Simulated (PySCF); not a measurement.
# BCl4GeH (SMILES Cl[B](Cl)[GeH]([Cl])[Cl]): what the fields show

```xyz
7

Cl    2.2162   -1.0226   -1.0056
B     1.2731   -0.0624    0.0252
Cl    1.9991    0.9130    1.2070
Ge   -0.8069   -0.0684   -0.1485
Cl   -1.5447    1.8861   -0.5434
Cl   -1.7230   -0.6743    1.6724
H    -1.4105   -0.9666   -1.2341
```

Geometry: GFN2-xTB.

Computed with wB97X-D/def2-SVPD, SCF density, gas phase in PySCF.

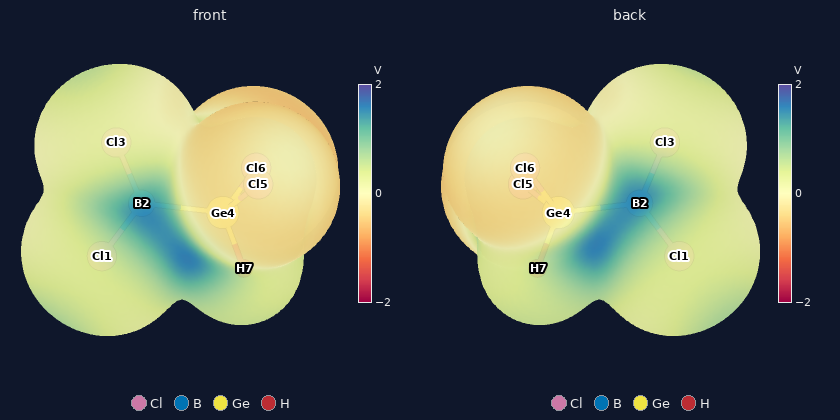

Figure 1. The molecular electrostatic potential painted on the density surface at 0.001 e/bohr³, seen from the front and from behind; the colour scale runs from red (negative) to blue (positive).

> Describe the electrostatic potential map.

The most negative region (about −0.6 V) lies over Cl5 and Cl6, the most positive (about +1.6 V) over B2 and Ge4. Cl3 shows a σ-hole: about +0.6 V at the tip opposite its bond, against about +0.1 V on its flanks.

> How polar is the molecule by this calculation?

Its dipole moment is 2.34 D.

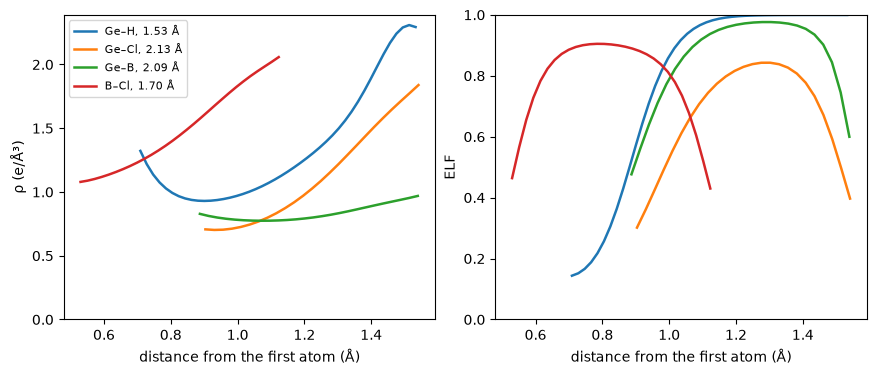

Figure 2. Electron density and electron localisation function along straight lines between neighbouring atoms. The curves leave out the atomic cores.

> Compare the contacts.

Ge–H (1.53 Å): ρ at the midpoint is about 1.1 e/Å³; the ELF climbs to about 1 towards the hydrogen.
Ge–Cl (2.13 Å): ρ is about 0.77 e/Å³ halfway; the ELF peaks at about 0.85 in the valence shell of Cl, 0.8 Å from its nucleus, and is about 0.65 at the midpoint.
Ge–B (2.09 Å): the density is about 0.78 e/Å³ at the midpoint; the ELF peaks at about 1 between the atoms; a shared electron pair.
B–Cl (1.70 Å): the density is about 1.5 e/Å³ at the midpoint; the ELF peaks at about 0.90 between the atoms, as expected for a polar covalent bond.
